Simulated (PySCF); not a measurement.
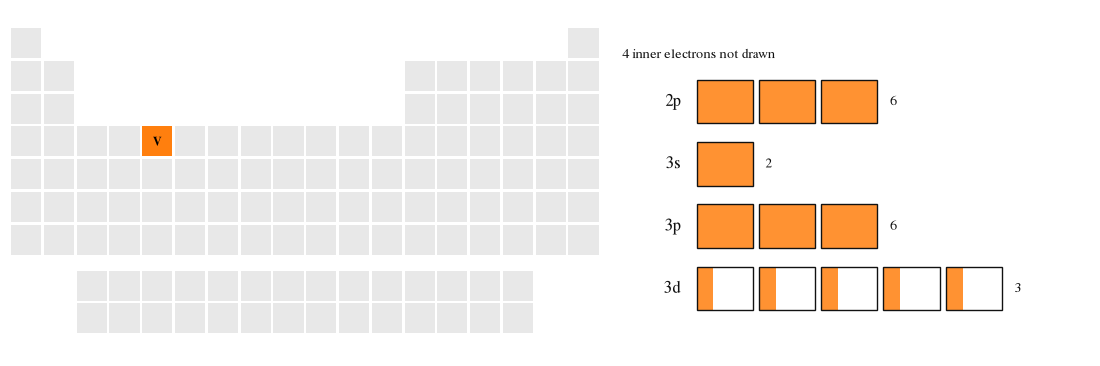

Fig. 1: Left, the place of vanadium in the periodic table; right, the outer shells of the nominal configuration: a box for each of the 2l + 1 orbitals, shaded by the share of the shell that is filled, with the electron count at the right.

## Atomic calculation, with input and output: V²⁺

V²⁺, configuration 1s2 2s2 2p6 3s2 3p6 3d3, multiplicity 4. Computed at this level: unrestricted HF, aug-cc-pVDZ, spin-free X2C-1e, Gaussian nucleus (PySCF).

## Input file
```python
from pyscf import gto, scf, dft, mp, cc
import basis_set_exchange as bse
mol = gto.M(atom="V 0 0 0", charge=2, spin=3, symmetry="D2h",
            basis=gto.basis.parse(bse.get_basis("aug-cc-pVDZ", elements=["V"], fmt="nwchem", header=False)),
            nucmod="G")
mf = scf.UHF(mol).sfx2c1e()
mf.irrep_nelec = {'Ag': (3, 3), 'B1g': (1, 0), 'B2g': (1, 0), 'B3g': (1, 0), 'B1u': (2, 2), 'B2u': (2, 2), 'B3u': (2, 2)}
mf.kernel()
```

The script is an equivalent of what the driver set up; the driver started from orbitals of its own, so the log can be shorter than this script's would be, and it computed the properties (radii, ⟨L²⟩, response) afterwards. It held the occupations shell by shell, which the script's counts by irreducible representation don't always enforce.

Hardware: 1 thread of Arm Neoverse N1, 40 GiB of memory available, shared host.

Launched within a batch (the task file carries these settings):
```bash
OMP_NUM_THREADS=1 python <driver script> TASK.json OUT
```

## Output (extracts)
```
damping factor = 0
level_shift factor = 0
DIIS = <class 'pyscf.scf.diis.CDIIS'>
diis_start_cycle = 1
diis_space = 10
diis_damp = 0
SCF conv_tol = 1e-09
SCF conv_tol_grad = None
number electrons alpha = 12  beta = 9
cycle= 1 E= -946.613067774402  delta_E= -0.00545  |g|= 0.0215  |ddm|= 0.0526
cycle= 2 E= -946.613197173507  delta_E= -0.000129  |g|= 0.00337  |ddm|= 0.00825
cycle= 3 E= -946.61320053542  delta_E= -3.36e-06  |g|= 8.07e-05  |ddm|= 0.00356
cycle= 4 E= -946.613200540387  delta_E= -4.97e-09  |g|= 2e-05  |ddm|= 0.000161
cycle= 5 E= -946.613200540583  delta_E= -1.96e-10  |g|= 2.63e-06  |ddm|= 0.000157
converged SCF energy = -946.613200540583  <S^2> = 3.7523058  2S+1 = 4.0011527
```

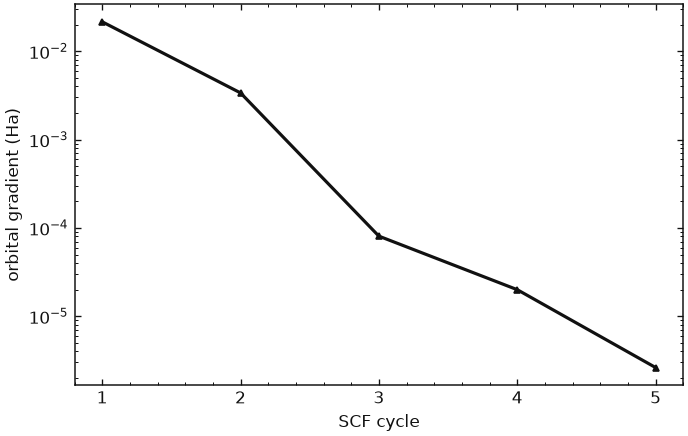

Fig. 2: Convergence: orbital gradient against the SCF cycle. The residual falls at every step. It goes from 0.021 to 2.6×10⁻⁶ in 5 steps.

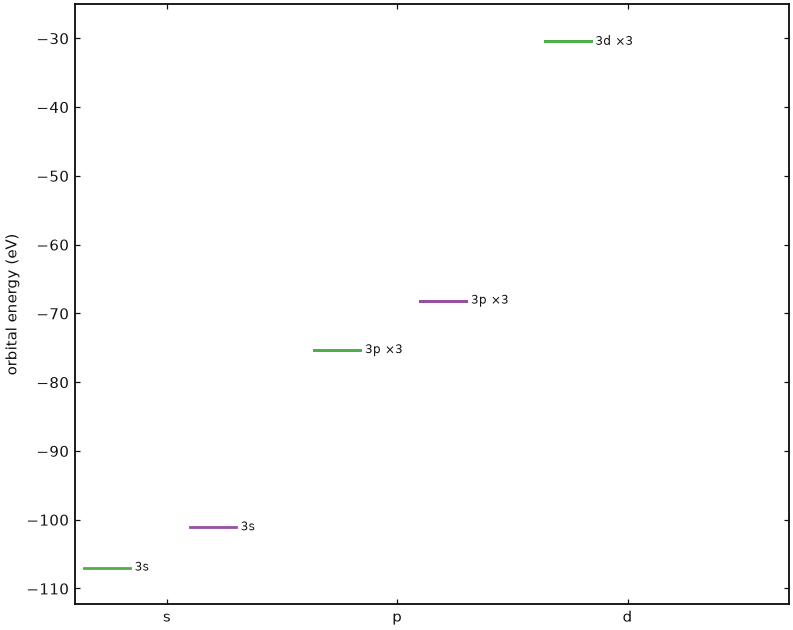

Fig. 3: Orbital energies of the mean field, from the top down to −107.0 eV, by angular momentum, α spin at the left of each column and β at the right; ×n counts the orbitals under one label. The highest filled orbital is 3d α at −30.4 eV, the lowest empty one s α at −13.5 eV.

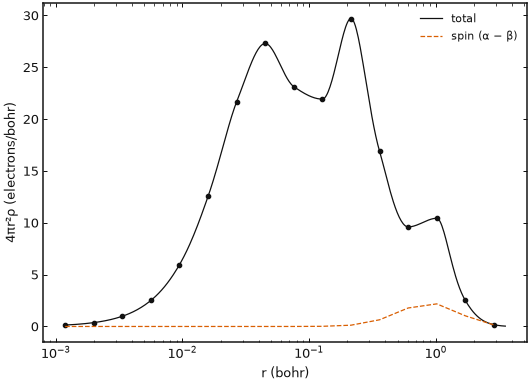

Fig. 4: Spherically averaged radial density 4πr²ρ of the mean field and its spin part; markers are the stored points, which are sparse, and the line is a monotone interpolation between them. The largest stored value is 29.7 electrons/bohr at r = 0.21 bohr. Root-mean-square radii of the shells: 1s 0.0774, 2p 0.303, 2s 0.334, 3s 1.02, 3p 1.11, 3d 1.43 bohr.

## What the run reported

- outcome: converged
- total energy: −946.613201 hartree
- ⟨S²⟩: 3.752
- ⟨L²⟩: 12.03
- SCF iterations: 5

## What is odd here

One thing in this input was made odd on purpose: basis contracted for another Hamiltonian. The program ran to the end. Its numbers are those of this setting; this run alone doesn't show how far the oddity moves them.
